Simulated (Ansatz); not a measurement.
Run report: CH7Si2 (charge +1), geometry relaxation

System: CH7Si2, charge +1.
Method: RKS PBE0-D4/def2-SVP (Ansatz 0.2.0).

It belongs to a series of runs on one base structure; here: end point B relaxed. Figures and captions count atoms from 1; the log counts them from 0 in places.

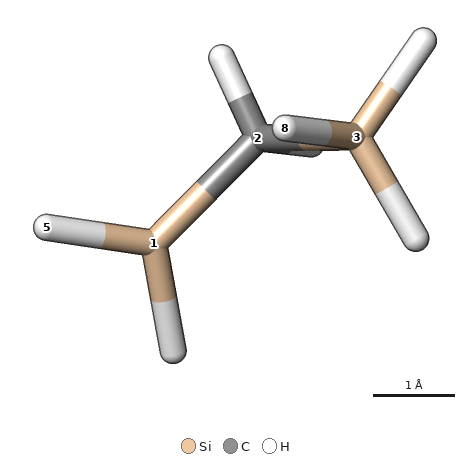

Fig. 1: The input geometry (stick view, seen at a tilt; atoms are numbered from 1 in the order of the input).

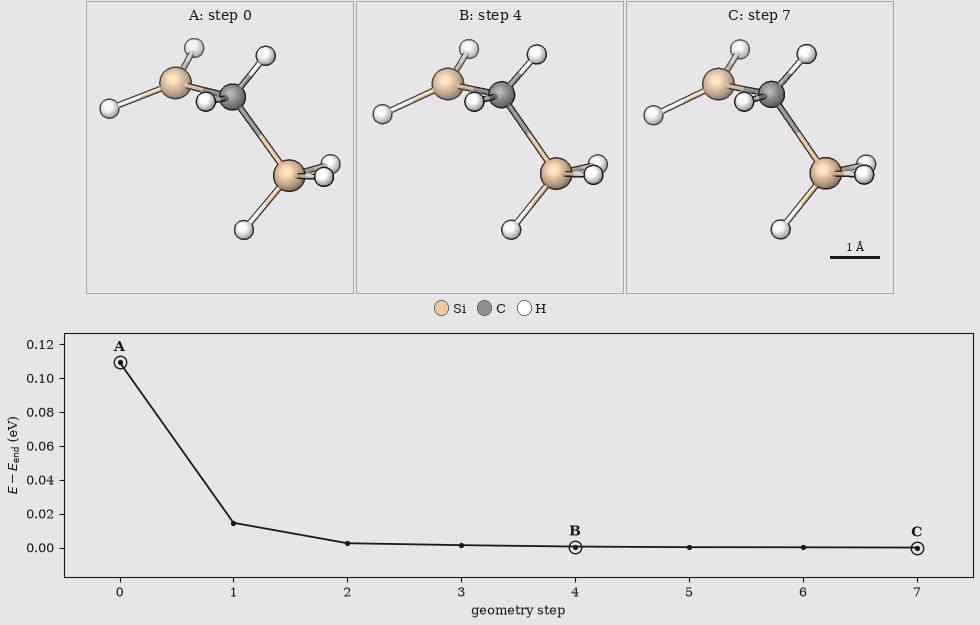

Fig. 2: Frames of the relaxation (ball-and-stick view, seen at a tilt) above the curves, on which the letters mark them (the first geometry is step 0 here and step 1 in the log).

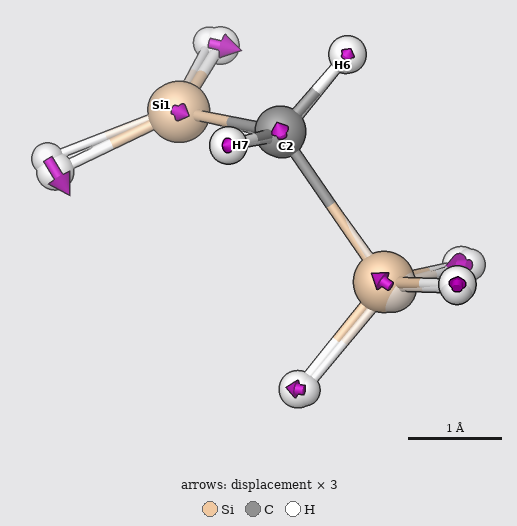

Fig. 3: Start (faint) and end (solid) with the displacements as pink arrows, magnified 3 times (ball-and-stick view, seen at a tilt). The two geometries are laid on each other by the best rigid fit. The largest move after the best rigid fit is that of H5, 0.16 Å. Largest moves by element: H 0.16 Å, Si 0.09 Å, C 0.07 Å. Distances before and after: Si1–C2 1.844 → 1.786 Å, Si3–H10 1.456 → 1.486 Å, Si1–H4 1.457 → 1.480 Å, C2–Si3 1.997 → 1.975 Å. Among the angles that change: Si1–C2–Si3 117.0° → 111.6°, H6–C2–H7 106.8° → 111.2°, H8–Si3–H10 114.6° → 111.5°. After 7 geometry steps the energy has fallen by 0.109 eV. The largest force component goes from 1.6 to 0.0058 eV/Å. (Atoms are counted from 1 in the order of the input.)

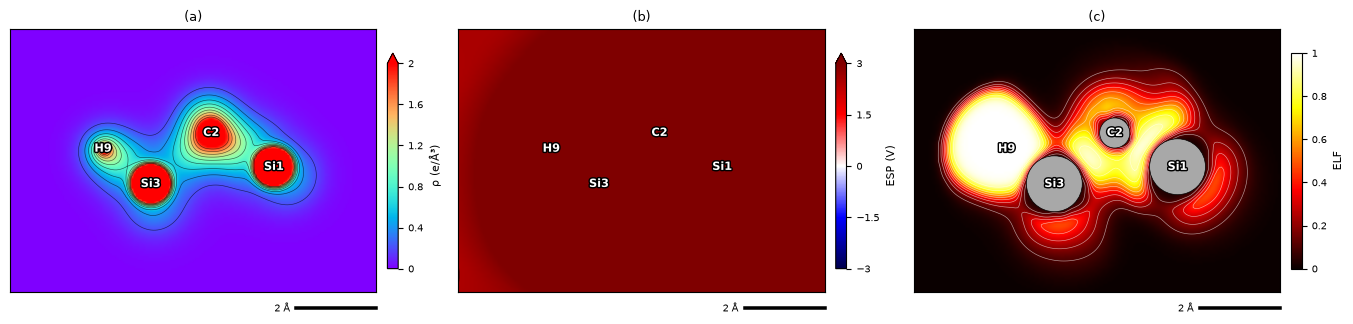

Fig. 4: (a) total electron density; (b) electrostatic potential; (c) electron localisation function on the plane of atoms C2, Si3 and H9. Grey discs, where drawn, cover atomic cores. The plane passes through Si, C and H nuclei. C–Si (1.97 Å): ρ is about 0.73 e/Å³ halfway; the ELF peaks at about 0.95 between the atoms, which marks a covalent bond. Si–H (1.48 Å): ρ is about 0.8 e/Å³ halfway; the ELF climbs to about 1 towards the hydrogen, as it does in any bond to H. The potential has no marked negative region in this plane.

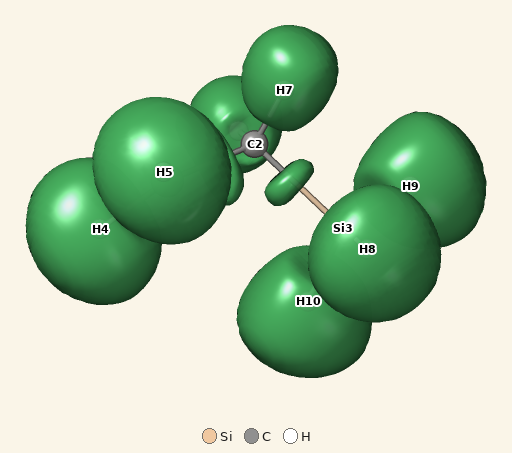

Fig. 5: Isosurface of the ELF at 0.85 (green), seen at a tilt. Only the valence region is drawn (cores and ρ < 0.01 e/Å³ removed). The ELF exceeds this value in two regions between bonded C–Si atoms (shared pairs) and seven regions around hydrogen nuclei. Along the contacts the grid gives the following.

These pictures come from the run below.

The input
```yaml
crystal:
  periodic: [false, false, false]
  atoms:
    - { symbol: Si, position_ang: [-1.41382, 0.61982, -0.86551] }
    - { symbol: C, position_ang: [0.35417, 0.14593, -0.64118] }
    - { symbol: Si, position_ang: [0.87567, -0.59637, 1.13743] }
    - { symbol: H, position_ang: [-2.43512, -0.32976, -1.28639] }
    - { symbol: H, position_ang: [-1.90934, 1.95845, -0.5728] }
    - { symbol: H, position_ang: [0.64609, -0.61305, -1.37215] }
    - { symbol: H, position_ang: [1.0053, 1.00937, -0.80382] }
    - { symbol: H, position_ang: [0.48609, 0.43544, 2.09309] }
    - { symbol: H, position_ang: [2.32366, -0.76164, 1.05185] }
    - { symbol: H, position_ang: [0.12991, -1.84206, 1.25204] }
total_charge: 1
basis:
  gaussian: { orbitals: def2-SVP }
hamiltonian:
  xc: pbe0
  dispersion: d4
relax:
  f_tol: 0.015
  max_steps: 40
output:
  orbitals: {}
```

Launch command:
```bash
ansatz run input.yaml --threads 1 --pin off --max-ram 2048MiB --backend cpu --events-out ev --progress --plain --runs-dir out
```

The program's output
```
The last accepted step is kept in [file] (removed where the run ends without a failure and the disk answers)
Engine: ansatz 0.2.0, x86_64-unknown-linux-gnu
Functional definition: PBE0
  parameter a = 0.25
  parameter kappa = 0.804
  parameter beta = 0.06672455060314922
  exchange = (1 - a)*pbe_x(kappa = kappa, mu = beta*pi^2/3) + a*exact_x
  correlation = pbe_c(beta = beta)
889 factors; integrals over basis functions are off by at most 6.6e-4 eV
mean field evaluation 1: about -16875.3626 eV, gradient 5.7e1 eV
mean field evaluation 2: about -16856.3775 eV, gradient 8.7e1 eV
mean field evaluation 4: about -16883.6984 eV, gradient 4.2e0 eV
mean field evaluation 8: about -16883.7539 eV, gradient 1.3e-2 eV
mean field -16883.75391467 eV, -620.4665121447 hartree, gradient 2.8e-5 eV, S^2 0.000000; 0 other end points of the search recorded, 0 dependent functions left out
the calculation of the forces begins
reference -16883.75394165 eV, -620.4665131361 hartree; 20, 20 occupied and 65, 65 virtual orbitals, 889 factors
relax step   1: F+E_penalty+E_count = -16883.89730769 eV  Δ(F+E_penalty+E_count) = +0.000e0 eV  max|allowed force component| = 1.567e0 eV/Å  Δτ_max = 0.0000 Å  (23 SCF iters, accepted)
these checks for a lower state are left out or cut short: starts, cluster_reference, orbital_swaps, neighbouring_geometries, increment
889 factors; integrals over basis functions are off by at most 6.9e-4 eV
mean field evaluation 16: about -16883.8445 eV, gradient 2.4e-2 eV
mean field -16883.84770416 eV, -620.4699588450 hartree, gradient 2.7e-5 eV, S^2 0.000000; 0 other end points of the search recorded, 0 dependent functions left out
the calculation of the forces begins
reference -16883.84773102 eV, -620.4699598319 hartree; 20, 20 occupied and 65, 65 virtual orbitals, 889 factors
relax step   2: F+E_penalty+E_count = -16883.99209464 eV  Δ(F+E_penalty+E_count) = -9.479e-2 eV  max|allowed force component| = 5.822e-1 eV/Å  Δτ_max = 0.0654 Å  (24 SCF iters, accepted)
these checks for a lower state are left out or cut short: starts, cluster_reference, orbital_swaps, neighbouring_geometries, increment
889 factors; integrals over basis functions are off by at most 7.0e-4 eV
mean field -16883.85896947 eV, -620.4703728374 hartree, gradient 2.5e-5 eV, S^2 0.000000; 0 other end points of the search recorded, 0 dependent functions left out
the calculation of the forces begins
reference -16883.85899630 eV, -620.4703738233 hartree; 20, 20 occupied and 65, 65 virtual orbitals, 889 factors
relax step   3: F+E_penalty+E_count = -16884.00415199 eV  Δ(F+E_penalty+E_count) = -1.206e-2 eV  max|allowed force component| = 1.218e-1 eV/Å  Δτ_max = 0.0411 Å  (23 SCF iters, accepted)
these checks for a lower state are left out or cut short: starts, cluster_reference, orbital_swaps, neighbouring_geometries, increment
889 factors; integrals over basis functions are off by at most 7.0e-4 eV
mean field -16883.85998009 eV, -620.4704099768 hartree, gradient 1.8e-5 eV, S^2 0.000000; 0 other end points of the search recorded, 0 dependent functions left out
the calculation of the forces begins
reference -16883.86000689 eV, -620.4704109620 hartree; 20, 20 occupied and 65, 65 virtual orbitals, 889 factors
relax step   4: F+E_penalty+E_count = -16884.00529214 eV  Δ(F+E_penalty+E_count) = -1.140e-3 eV  max|allowed force component| = 4.278e-2 eV/Å  Δτ_max = 0.0112 Å  (24 SCF iters, accepted)
these checks for a lower state are left out or cut short: starts, cluster_reference, orbital_swaps, neighbouring_geometries, increment
889 factors; integrals over basis functions are off by at most 7.0e-4 eV
mean field evaluation 32: about -16883.8606 eV, gradient 2.7e-2 eV
mean field -16883.86060475 eV, -620.4704329328 hartree, gradient 2.2e-5 eV, S^2 0.000000; 0 other end points of the search recorded, 0 dependent functions left out
the calculation of the forces begins
reference -16883.86063156 eV, -620.4704339179 hartree; 20, 20 occupied and 65, 65 virtual orbitals, 889 factors
relax step   5: F+E_penalty+E_count = -16884.00612457 eV  Δ(F+E_penalty+E_count) = -8.324e-4 eV  max|allowed force component| = 3.640e-2 eV/Å  Δτ_max = 0.0398 Å  (23 SCF iters, accepted)
these checks for a lower state are left out or cut short: starts, cluster_reference, orbital_swaps, neighbouring_geometries, increment
889 factors; integrals over basis functions are off by at most 7.0e-4 eV
mean field -16883.86073901 eV, -620.4704378669 hartree, gradient 2.1e-5 eV, S^2 0.000000; 0 other end points of the search recorded, 0 dependent functions left out
the calculation of the forces begins
reference -16883.86076579 eV, -620.4704388511 hartree; 20, 20 occupied and 65, 65 virtual orbitals, 889 factors
relax step   6: F+E_penalty+E_count = -16884.00648199 eV  Δ(F+E_penalty+E_count) = -3.574e-4 eV  max|allowed force component| = 3.630e-2 eV/Å  Δτ_max = 0.0275 Å  (23 SCF iters, accepted)
these checks for a lower state are left out or cut short: starts, cluster_reference, orbital_swaps, neighbouring_geometries, increment
889 factors; integrals over basis functions are off by at most 6.9e-4 eV
mean field -16883.86066282 eV, -620.4704350670 hartree, gradient 7.2e-6 eV, S^2 0.000000; 0 other end points of the search recorded, 0 dependent functions left out
the calculation of the forces begins
reference -16883.86068961 eV, -620.4704360512 hartree; 20, 20 occupied and 65, 65 virtual orbitals, 889 factors
relax step   7: F+E_penalty+E_count = -16884.00655055 eV  Δ(F+E_penalty+E_count) = -6.856e-5 eV  max|allowed force component| = 5.521e-2 eV/Å  Δτ_max = 0.0141 Å  (22 SCF iters, accepted)
these checks for a lower state are left out or cut short: starts, cluster_reference, orbital_swaps, neighbouring_geometries, increment
889 factors; integrals over basis functions are off by at most 6.9e-4 eV
mean field -16883.86086368 eV, -620.4704424483 hartree, gradient 2.0e-5 eV, S^2 0.000000; 0 other end points of the search recorded, 0 dependent functions left out
the calculation of the forces begins
reference -16883.86089047 eV, -620.4704434328 hartree; 20, 20 occupied and 65, 65 virtual orbitals, 889 factors
relax step   8: F+E_penalty+E_count = -16884.00671431 eV  Δ(F+E_penalty+E_count) = -1.638e-4 eV  max|allowed force component| = 5.786e-3 eV/Å  Δτ_max = 0.0099 Å  (21 SCF iters, accepted)
889 factors; integrals over basis functions are off by at most 6.9e-4 eV
mean field evaluation 64: about -16883.8609 eV, gradient 2.7e-3 eV
mean field -16883.86086368 eV, -620.4704424483 hartree, gradient 2.0e-5 eV, S^2 0.000000; 1 other end points of the search recorded, 0 dependent functions left out
the calculation of the forces begins
reference -16883.86089047 eV, -620.4704434328 hartree; 20, 20 occupied and 65, 65 virtual orbitals, 889 factors
Total energy: -16884.00674110 eV, -620.4758033445 hartree
Atom 0 at    -1.352400     0.586488    -0.839059 Å, force     0.003315    -0.001618     0.003315 eV/Å
Atom 1 at     0.378765     0.168355    -0.704031 Å, force     0.000301    -0.000439    -0.001944 eV/Å
Atom 2 at     0.817299    -0.551193     1.082074 Å, force     0.000994     0.000712     0.000941 eV/Å
Atom 3 at    -2.358266    -0.421214    -1.243586 Å, force    -0.000292    -0.000605    -0.001804 eV/Å
Atom 4 at    -1.854200     1.916874    -0.427890 Å, force    -0.000944     0.000945    -0.001011 eV/Å
Atom 5 at     0.669830    -0.630277    -1.407740 Å, force     0.000420    -0.002196    -0.000149 eV/Å
Atom 6 at     1.026420     1.054887    -0.815137 Å, force     0.002142     0.003569     0.000578 eV/Å
Atom 7 at     0.436798     0.487157     2.075733 Å, force     0.000107    -0.005103     0.001192 eV/Å
Atom 8 at     2.279599    -0.792644     1.014825 Å, force    -0.005786     0.002000    -0.005366 eV/Å
Atom 9 at     0.018765    -1.792305     1.257371 Å, force    -0.000256     0.002736     0.004248 eV/Å
Dipole moment:    -0.507330     0.277996    -0.483920 e Å
```

Trajectory as extended XYZ (Å, eV, eV/Å), 8 frames, from step=1 to step=8
```
10
Properties=species:S:1:pos:R:3:forces:R:3 step=1 energy=-16883.89731
Si   -1.4138    0.6198   -0.8655    1.5669  -0.4010   0.1707
C     0.3542    0.1459   -0.6412   -1.0247   0.1860   0.1304
Si    0.8757   -0.5964    1.1374   -0.2387   0.4610  -0.8110
H    -2.4351   -0.3298   -1.2864   -0.2676  -0.4050  -0.1326
H    -1.9093    1.9585   -0.5728   -0.0666   0.4646   0.1496
H     0.6461   -0.6130   -1.3721   -0.0806  -0.4461  -0.1995
H     1.0053    1.0094   -0.8038    0.1060   0.4522   0.1192
H     0.4861    0.4354    2.0931   -0.1742   0.2633   0.4605
H     2.3237   -0.7616    1.0518    0.4518  -0.0890  -0.0704
H     0.1299   -1.8421    1.2520   -0.2723  -0.4860   0.1832
10
Properties=species:S:1:pos:R:3:forces:R:3 step=2 energy=-16883.99210
Si   -1.3795    0.6100   -0.8603    0.5822  -0.1499   0.0697
C     0.3624    0.1550   -0.6701   -0.5322   0.1315  -0.0189
Si    0.8403   -0.5712    1.1104    0.0144   0.0952  -0.2217
H    -2.3949   -0.3785   -1.2696   -0.0678  -0.0815  -0.0206
H    -1.8600    1.9653   -0.5310   -0.0302   0.0906   0.0432
H     0.6346   -0.6316   -1.3938    0.0168  -0.0949   0.0333
H     1.0032    1.0409   -0.8136    0.0427   0.0461   0.0678
H     0.4512    0.4289    2.1302   -0.0520   0.0967   0.0478
H     2.3029   -0.7523    1.0078    0.1204  -0.0236   0.0069
H     0.1023   -1.8403    1.2827   -0.0942  -0.1101  -0.0075
10
Properties=species:S:1:pos:R:3:forces:R:3 step=3 energy=-16884.00415
Si   -1.3634    0.6031   -0.8512    0.0130  -0.0150   0.0399
C     0.3597    0.1588   -0.6749   -0.0315   0.0334  -0.1218
Si    0.8355   -0.5629    1.0922   -0.0242  -0.0114   0.0588
H    -2.3800   -0.3965   -1.2535    0.0112   0.0174   0.0041
H    -1.8460    1.9594   -0.5015    0.0006  -0.0243  -0.0029
H     0.6369   -0.6460   -1.3799    0.0173   0.0413   0.0159
H     1.0081    1.0446   -0.8007    0.0033  -0.0404  -0.0064
H     0.4300    0.4509    2.1027    0.0196  -0.0194  -0.0059
H     2.3050   -0.7539    1.0032   -0.0263  -0.0010   0.0137
H     0.0769   -1.8314    1.2561    0.0171   0.0195   0.0046
10
Properties=species:S:1:pos:R:3:forces:R:3 step=4 energy=-16884.00529
Si   -1.3608    0.5993   -0.8442   -0.0278   0.0154  -0.0255
C     0.3627    0.1606   -0.6841    0.0175   0.0078  -0.0428
Si    0.8301   -0.5603    1.0901    0.0025  -0.0166   0.0335
H    -2.3770   -0.3988   -1.2485    0.0047   0.0012   0.0159
H    -1.8450    1.9535   -0.4922   -0.0012  -0.0151   0.0171
H     0.6422   -0.6425   -1.3892    0.0100   0.0153   0.0160
H     1.0120    1.0452   -0.8081    0.0027  -0.0194   0.0015
H     0.4292    0.4527    2.1022   -0.0006  -0.0005  -0.0124
H     2.2986   -0.7564    1.0100   -0.0079  -0.0007   0.0001
H     0.0707   -1.8272    1.2565    0.0002   0.0126  -0.0034
10
Properties=species:S:1:pos:R:3:forces:R:3 step=5 energy=-16884.00612
Si   -1.3585    0.5949   -0.8430    0.0364  -0.0125   0.0012
C     0.3691    0.1627   -0.6935   -0.0034   0.0101   0.0021
Si    0.8261   -0.5574    1.0895   -0.0223   0.0256  -0.0356
H    -2.3693   -0.4056   -1.2532   -0.0045   0.0017   0.0061
H    -1.8485    1.9367   -0.4562   -0.0085   0.0006   0.0058
H     0.6516   -0.6406   -1.3958    0.0116   0.0107  -0.0027
H     1.0191    1.0480   -0.8124   -0.0092  -0.0309   0.0031
H     0.4296    0.4721    2.0861    0.0050  -0.0138   0.0093
H     2.2922   -0.7705    1.0138   -0.0041   0.0011   0.0013
H     0.0511   -1.8142    1.2574   -0.0011   0.0073   0.0095
10
Properties=species:S:1:pos:R:3:forces:R:3 step=6 energy=-16884.00648
Si   -1.3521    0.5913   -0.8442   -0.0233  -0.0048   0.0363
C     0.3756    0.1647   -0.7053    0.0277   0.0061   0.0254
Si    0.8175   -0.5520    1.0843   -0.0048   0.0023  -0.0222
H    -2.3640   -0.4127   -1.2421   -0.0003  -0.0029  -0.0125
H    -1.8489    1.9233   -0.4323    0.0029   0.0063  -0.0092
H     0.6638   -0.6372   -1.4062    0.0078  -0.0056  -0.0028
H     1.0274    1.0485   -0.8179   -0.0025  -0.0071  -0.0017
H     0.4274    0.4777    2.0826   -0.0061   0.0082  -0.0052
H     2.2821   -0.7754    1.0160    0.0045  -0.0012  -0.0060
H     0.0339   -1.8023    1.2576   -0.0059  -0.0012  -0.0021
10
Properties=species:S:1:pos:R:3:forces:R:3 step=7 energy=-16884.00655
Si   -1.3537    0.5872   -0.8375    0.0552  -0.0089  -0.0156
C     0.3780    0.1669   -0.7043   -0.0064   0.0163  -0.0244
Si    0.8152   -0.5503    1.0806    0.0088  -0.0115   0.0221
H    -2.3590   -0.4203   -1.2423   -0.0133  -0.0024   0.0022
H    -1.8493    1.9199   -0.4280   -0.0126   0.0044   0.0047
H     0.6720   -0.6337   -1.4051   -0.0176   0.0095   0.0027
H     1.0285    1.0521   -0.8146   -0.0175  -0.0062   0.0008
H     0.4307    0.4834    2.0769    0.0010   0.0067   0.0032
H     2.2779   -0.7846    1.0092    0.0059  -0.0028   0.0055
H     0.0223   -1.7943    1.2578   -0.0034  -0.0049  -0.0012
10
Properties=species:S:1:pos:R:3:forces:R:3 step=8 energy=-16884.00671
Si   -1.3524    0.5865   -0.8391    0.0033  -0.0016   0.0033
C     0.3788    0.1684   -0.7040    0.0003  -0.0004  -0.0019
Si    0.8173   -0.5512    1.0821    0.0010   0.0007   0.0009
H    -2.3583   -0.4212   -1.2436   -0.0003  -0.0006  -0.0018
H    -1.8542    1.9169   -0.4279   -0.0009   0.0009  -0.0010
H     0.6698   -0.6303   -1.4077    0.0004  -0.0022  -0.0001
H     1.0264    1.0549   -0.8151    0.0021   0.0036   0.0006
H     0.4368    0.4872    2.0757    0.0001  -0.0051   0.0012
H     2.2796   -0.7926    1.0148   -0.0058   0.0020  -0.0054
H     0.0188   -1.7923    1.2574   -0.0003   0.0027   0.0042
```

Results in brief

- outcome: converged
- total energy: −16884.0067 eV
- mean-field energy: −16883.8609 eV
- largest force (length of the vector) at the end: 0.008 eV/Å
- hardware: 1 thread of Intel Xeon (Sapphire Rapids), 10 GiB of memory available, shared host
- wall time: 18 s
- peak memory: 0.18 GiB
